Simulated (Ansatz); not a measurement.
The calculation's input:

```
crystal:
  periodic: [false, false, false]
  atoms:
    - {symbol: C, position_ang: [-0.199056, -0.105006, 1.426123]}
    - {symbol: S, position_ang: [0.544437, -1.218502, 0.192595]}
    - {symbol: Ga, position_ang: [0.309024, -0.055133, -1.621595]}
    - {symbol: Cl, position_ang: [0.982345, -0.784033, -3.498854]}
    - {symbol: Cl, position_ang: [-0.611513, 1.868397, -1.573215]}
    - {symbol: H, position_ang: [-1.248522, 0.081969, 1.208871]}
    - {symbol: H, position_ang: [0.341455, 0.837250, 1.485621]}
    - {symbol: H, position_ang: [-0.118171, -0.624943, 2.380455]}
basis:
  gaussian: {orbitals: def2-TZVPP}
hamiltonian: {xc: pbe0, dispersion: d4}
output: {orbitals: {seedname: orbitals}}
```

Launched as:

```sh
ansatz run in.yaml --threads 4 --pin off --events-out ev --progress --plain --max-ram 10444MiB
```

Geometry: PBE0-D4/def2-TZVP.

Theory: RKS PBE0-D4/def2-TZVPP in Ansatz.

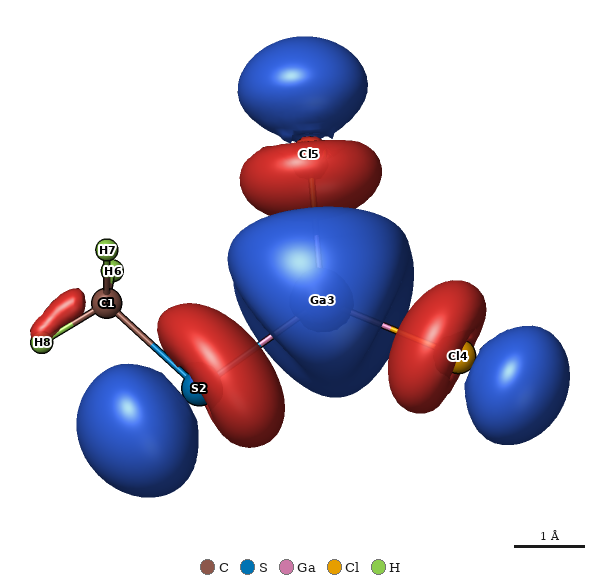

CH₃Cl₂GaS. One frontier orbital at ±0.08 Å⁻³ᐟ² (blue and red are the two phases), seen at a tilt.

Which orbital is it: HOMO or LUMO?

The LUMO, at −1.38 eV. Its weight (Hirshfeld) is mainly on Ga3 (about 40 %), S2 (about 20 %), Cl5 (about 20 %) and Cl4 (about 15 %).
